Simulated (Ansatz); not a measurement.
# GeO− (doublet): the correlation ladder, aug-cc-pVTZ

Program: Ansatz 0.2.0, Gaussian basis. Level of theory: aug-cc-pVTZ, correlated electrons: outside noble gas. These are calculated values, not measurements.

To be run: UHF; CCSD(T) on ROHF; CCSD(T) on UHF; BCCD(T) on ROHF; CCSDT(Q) on ROHF; CCSDT(Q) on UHF; CASSCF and MRCISD+Q, 11 electrons in 8 orbitals; CASSCF and NEVPT2, 11 electrons in 8 orbitals.

### Step 1. The geometry

The geometry is a PBE0/def2-TZVPD stationary point (not a proven minimum). No spin-orbit coupling is included. The filled d shell of Ge counts as core when cores are frozen.

2 atoms, charge -1, spin multiplicity 2.

Atoms are counted from 1 here; the program's logs count them from 0.

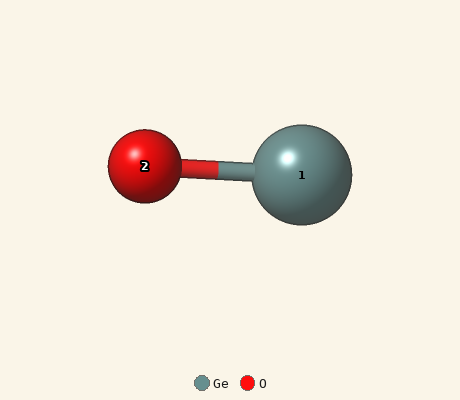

The structure; germanium teal, oxygen red; atoms are numbered from 1 in the order of the file.

As a file:

```xyz
2
GeO
Ge    0.0000    0.0000    0.0000
O     0.0000    0.0000    1.6858
```

In the tables R marks a restricted open-shell determinant and U an unrestricted one; 'valence' is the active space of 11 electrons in 8 orbitals; correlation energies count from the lowest restricted Hartree-Fock solution.

### Step 2. UHF

in.yaml

```yaml
crystal:
  periodic: [false, false, false]
  atoms:
    - {symbol: Ge, position_ang: [0.000000, 0.000000, 0.000000]}
    - {symbol: O, position_ang: [0.000000, 0.000000, 1.685800]}
basis:
  gaussian: {orbitals: aug-cc-pVTZ}
total_charge: -1
magnetization: {spin_polarized: true, initial_magnetization: 1}
hamiltonian: {xc: hf}
output: {orbitals: {seedname: orbitals}}
```

The run is started by

```bash
$ ansatz run in.yaml --threads 1 --pin off --events-out ev --progress --plain --max-ram 2816MiB --backend cpu
```

Q: Estimate wall time and peak memory on 1 thread of AMD EPYC 7R13, shared host.

About 16 s, with a peak of 0.29 GiB.
